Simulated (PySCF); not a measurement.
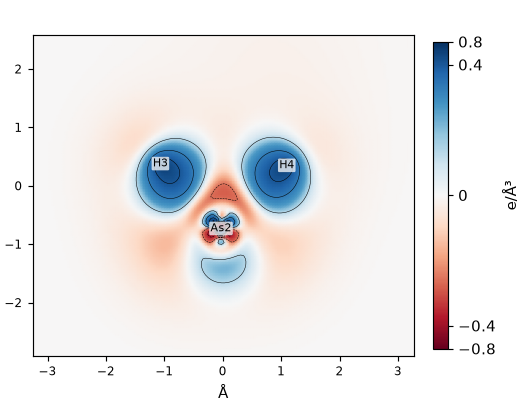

Figure 1: AsH$_{3}$Li, charge +1, SMILES `[Li+].[AsH3]`. Deformation density (molecule less spherical, spin-averaged free atoms) in the plane of As2, H3 and H4; colour scale in e/Å³, logarithmic beyond ±0.1; blue: gain, red: loss.

Computed with PySCF, PBE/def2-SVP, geometry: an unrelaxed start of a pair search.

Coordinates in Å:

```
Li1      2.9093    0.0043    0.0063
As2     -0.3160   -0.0081   -0.0139
H3       0.3112    0.1525    1.3609
H4       0.8074   -1.0265   -0.3847
H5       0.5832    1.1294   -0.5369
```

Q: How much density has each bond in this plane gained at its critical point, relative to the free atoms?

A: As2–H3: +0.23 e/Å³ at the bond critical point (bond length 1.52 Å, Mayer order 0.9). As2–H4: +0.18 e/Å³ at the bond critical point (bond length 1.56 Å, Mayer order 0.9). In all, 0.6 electrons gather in the regions of gain relative to the promolecule of neutral atoms (the regions of loss give up this much and the cation's charge besides).

The PySCF run took 4.1 s on 1 thread of Arm Neoverse V1, on a shared host, peak memory 0.25 GiB.
